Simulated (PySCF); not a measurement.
WH$_{3}$O$_{3}$: frequency calculation

The run: frequency calculation of WH$_{3}$O$_{3}$, multiplicity 4. Method and program: UKS-based PBE0, W def2-TZVP with ECP60, O def2-TZVP, H def2-TZVP; non-relativistic Hamiltonian with a scalar-relativistic core potential; density fitting (PySCF 2.14.0).

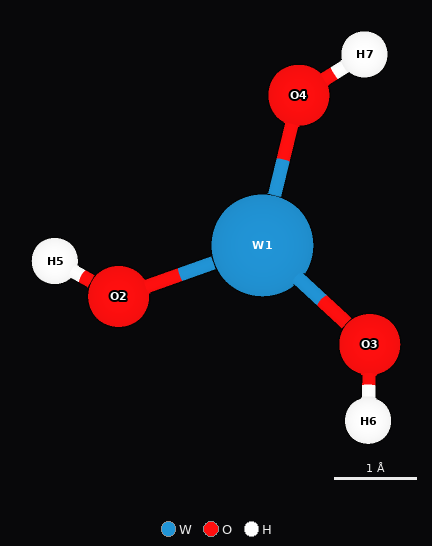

The structure as given in the input (ball-and-stick view, seen at a tilt; atoms are numbered from 1 in the order of the input). Sticks mark near contacts. Bond lengths as drawn: H–O 0.96 Å and O–W 1.91 Å.

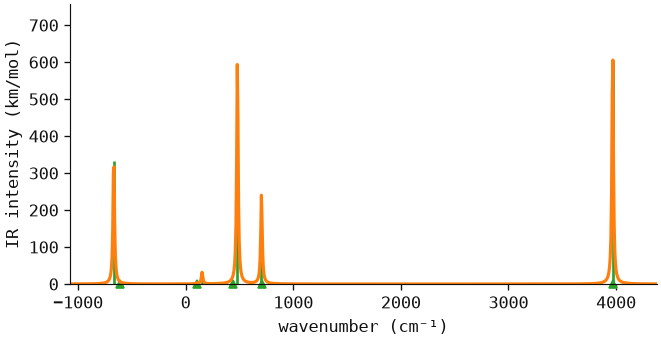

Harmonic infrared spectrum, unscaled: sticks (degenerate modes added up, dark ones marked on the axis) with a Lorentzian envelope of 16 cm⁻¹ full width, scaled to the tallest stick; imaginary modes are drawn at negative wavenumbers. 15 modes from 669i to 3973 cm⁻¹, 3 imaginary beyond 8i (669i, 609i, 609i cm⁻¹): not a minimum. The strongest line is at 3968 cm⁻¹ (605 km/mol). All modes, in cm⁻¹ (km/mol): 669i (333), 609i (0.0), 609i (0.0), 106 (2.2), 153 (14.7), 153 (14.7), 444 (0.0), 481 (287), 481 (287), 705 (114), 705 (114), 707 (0.0), 3968 (303), 3968 (303), 3973 (0.0).

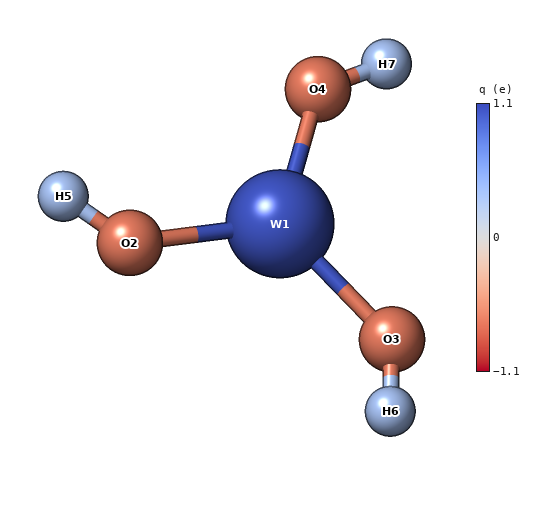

Mulliken charges, as the colour of each atom (ball-and-stick view, seen at a tilt; atoms are numbered from 1 in the order of the input; Mulliken charges depend strongly on the basis). By element: W +1.03, O −0.68 and H +0.34 e.

The input and output of the run follow.

The input
```python
from pyscf import gto, scf, dft
mol = gto.M(atom='''
W     -0.000000     0.000000     0.000000
O      1.910548    -0.008542     0.000000
O     -0.947876     1.658854     0.000000
O     -0.962672    -1.650312     0.000000
H      2.556558    -0.711998     0.000000
H     -0.661671     2.570043     0.000000
H     -1.894887    -1.858045     0.000000''',
    basis={'W': 'def2-TZVP', 'O': 'def2-TZVP', 'H': 'def2-TZVP'},
    ecp={'W': 'def2-TZVP'},
    charge=0, spin=3)
mf = dft.UKS(mol, xc='PBE0')
mf.grids.atom_grid = (75, 302)
aux = {'W': 'def2-universal-JKFIT', 'O': 'def2-universal-JKFIT', 'H': 'def2-universal-JKFIT'}
mf = mf.density_fit(auxbasis=aux)
mf.conv_tol = 1e-09
mf.diis_space = 10
mf.max_cycle = 60
mf.verbose = 4
mf.kernel()
```

The script is an equivalent of the set-up of the self-consistent field. The run itself was carried out by a driver, which started from the orbitals of the step before it where there was one and computed the further properties.

Run as:
```bash
OMP_NUM_THREADS=4 python axn.py task.json out
```

The program's output
```
init E= -294.461540212007
  alpha nocc = 22  HOMO = -0.170799790496123  LUMO = 0.0139271428133402
  beta  nocc = 19  HOMO = -0.327988574896137  LUMO = -0.0559665096383348
  HOMO = -0.170799790496  LUMO = -0.0559665096383  gap/eV = 3.12477
cycle= 1 E= -294.461540211999  delta_E= 7.39e-12  |g|= 4.54e-06  |ddm|= 6.51e-06
  alpha nocc = 22  HOMO = -0.17080157969978  LUMO = 0.0139256078864233
  beta  nocc = 19  HOMO = -0.327988378019994  LUMO = -0.0559679037110854
  HOMO = -0.1708015797  LUMO = -0.0559679037111  gap/eV = 3.12478
Extra cycle  E= -294.461540211984  delta_E= 1.51e-11  |g|= 8.58e-06  |ddm|= 1.01e-05
converged SCF energy = -294.461540211984  <S^2> = 3.7575327  2S+1 = 4.0037646
```

Key numbers

```json
{"quantity": "outcome", "value": "converged"}
{"quantity": "total energy", "value": "−294.461540 hartree"}
{"quantity": "⟨S²⟩", "value": "3.758"}
{"quantity": "zero-point energy", "value": "0.036094 hartree"}
{"quantity": "dipole moment", "value": "0.00 D"}
{"quantity": "wavenumbers, lowest and highest", "value": "669i and 3973 cm⁻¹"}
{"quantity": "hardware", "value": "4 threads of Arm Neoverse V1, 24 GiB of memory available, shared host"}
{"quantity": "wall time", "value": "2.1 min (CPU time 6.8 min)"}
{"quantity": "peak memory", "value": "2.3 GiB"}
```
